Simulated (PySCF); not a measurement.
# Run report: Sr⁶⁺, atomic calculation

Sr⁶⁺, configuration 1s2 2s2 2p6 3s2 3p6 3d10 4s2 4p2, multiplicity 3. Computed at this level: unrestricted HF, Sapporo-DKH3-DZP-2012, spin-free X2C-1e, Gaussian nucleus (PySCF).

### Input file
```python
from pyscf import gto, scf, dft, mp, cc
import basis_set_exchange as bse
mol = gto.M(atom="Sr 0 0 0", charge=6, spin=2, symmetry="D2h",
            basis=gto.basis.parse(bse.get_basis("Sapporo-DKH3-DZP-2012", elements=["Sr"], fmt="nwchem", header=False)),
            nucmod="G")
mf = scf.UHF(mol).sfx2c1e()
mf.irrep_nelec = {'Ag': (6, 6), 'B1g': (1, 1), 'B2g': (1, 1), 'B3g': (1, 1), 'B1u': (3, 2), 'B2u': (3, 2), 'B3u': (2, 2)}
mf.kernel()
```

The script is an equivalent of what the driver set up; the driver started from orbitals of its own, so the log can be shorter than this script's would be, and it computed the properties (radii, ⟨L²⟩, response) afterwards. It held the occupations shell by shell, which the script's counts by irreducible representation don't always enforce.

Hardware: 1 thread of Arm Neoverse V2, 23 GiB of memory available, shared host.

The run was one of a batch that the task file lists, launched with:
```bash
OMP_NUM_THREADS=1 python <driver script> TASK.json OUT
```

### The program's output (extracts)
```
damping factor = 0
level_shift factor = 0
DIIS = <class 'pyscf.scf.diis.CDIIS'>
diis_start_cycle = 1
diis_space = 10
diis_damp = 0
SCF conv_tol = 1e-09
SCF conv_tol_grad = None
number electrons alpha = 17  beta = 15
cycle= 1 E= -3167.23412940093  delta_E= -0.0042  |g|= 0.0249  |ddm|= 0.0631
cycle= 2 E= -3167.23443380898  delta_E= -0.000304  |g|= 0.00674  |ddm|= 0.0171
cycle= 3 E= -3167.23445798989  delta_E= -2.42e-05  |g|= 7.89e-05  |ddm|= 0.00637
cycle= 4 E= -3167.23445799247  delta_E= -2.58e-09  |g|= 4.48e-06  |ddm|= 8.04e-05
cycle= 5 E= -3167.23445799248  delta_E= -9.09e-12  |g|= 4.99e-07  |ddm|= 6.02e-06
converged SCF energy = -3167.23445799248  <S^2> = 2.0049593  2S+1 = 3.0033044
```

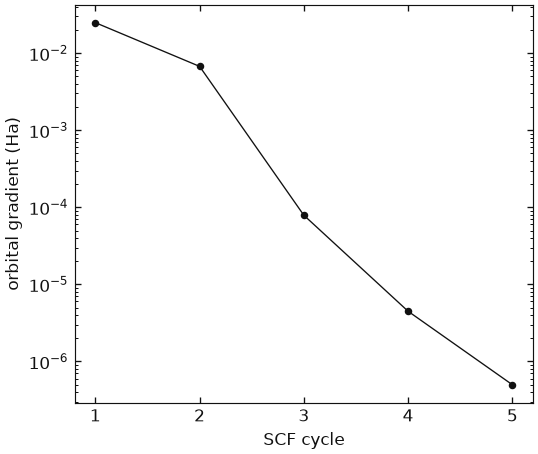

Convergence: orbital gradient against the SCF cycle. The residual falls at every step. It goes from 0.025 to 5.0×10⁻⁷ in 5 steps.

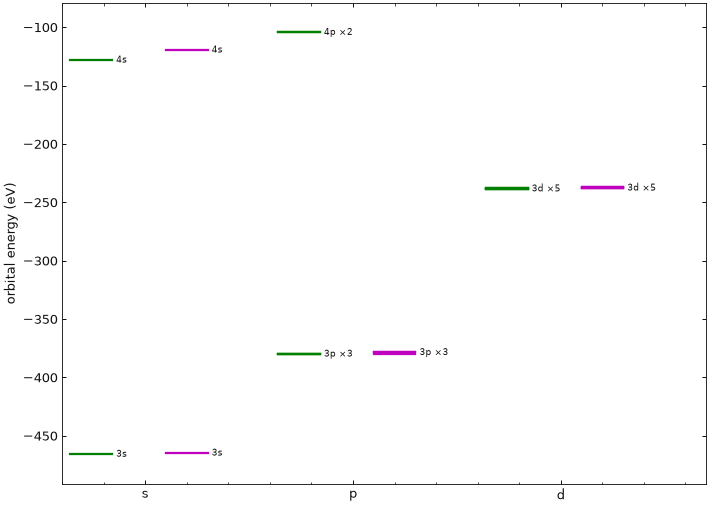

Orbital energies of the mean field, from the top down to −465.9 eV, by angular momentum, α spin at the left of each column and β at the right; ×n counts the orbitals under one label. The highest filled orbital is 4p α at −104.4 eV, the lowest empty one p α at −88.2 eV.

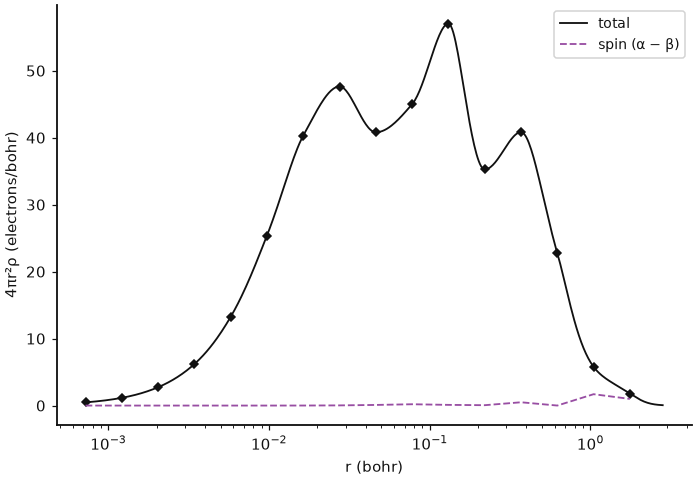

Spherically averaged radial density 4πr²ρ of the mean field and its spin part; markers are the stored points, which are sparse, and the line is a monotone interpolation between them. The largest stored value is 57.0 electrons/bohr at r = 0.13 bohr. Root-mean-square radii of the shells: 2s 0.187, 3s 0.522, 3p 0.534, 3d 0.542, 4s 1.34, 4p 1.45 bohr.

### Outcome

- outcome: converged
- total energy: −3167.2345 hartree
- ⟨S²⟩: 2.005
- ⟨L²⟩: 2.01
- SCF iterations: 5

### What is odd here

The input is odd on purpose: basis of the neutral atom used for a highly charged ion. The program ran to the end. Its numbers are those of this setting; this run alone doesn't show how far the oddity moves them. Radii and densities are those of the two-component orbitals, without the picture-change correction, so the innermost s shells come out slightly too small (about 1 % for 1s near Z = 40, more for heavier atoms).
